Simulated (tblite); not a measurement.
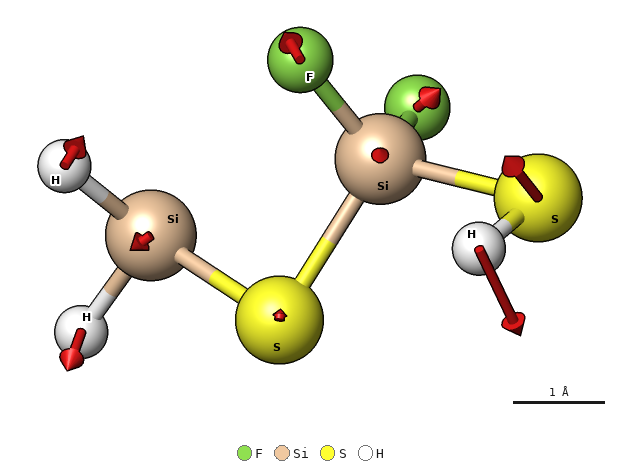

This is a relaxation of Si2H3S2F2 (multiplicity 2). The starting structure is drawn; red arrows show the displacements, magnified 2 times. The two geometries are superimposed by the best rigid fit.

The picture is a ball-and-stick view, seen at a tilt.

All numbers below come from tblite, GFN2-xTB geometry optimisation, gas phase. 

> Atoms of which element are displaced furthest, and by how much?

Hydrogen: up to 0.68 Å, against 0.47 Å for sulfur.

> Describe the change and its energy.

An H atom moves most after the best rigid fit: 0.68 Å. Largest moves by element: H 0.68 Å, S 0.47 Å, F 0.30 Å, Si 0.16 Å. Among the contacts that change: S–Si 2.126 → 2.175 Å, H–Si 1.490 → 1.451 Å, F–Si 1.615 → 1.598 Å, S–Si 2.123 → 2.117 Å. Among the angles between lasting bonds that change: F–Si–F 109.0° → 98.4°, H–Si–H 107.7° → 117.2°, Si–S–Si 92.9° → 99.7°. Groups turn about S–Si by about 55°. The energy falls by 4.40 kcal/mol in 78 geometry steps. Cost: 0.56 s on 1 thread of Arm Neoverse V1, on a shared host.
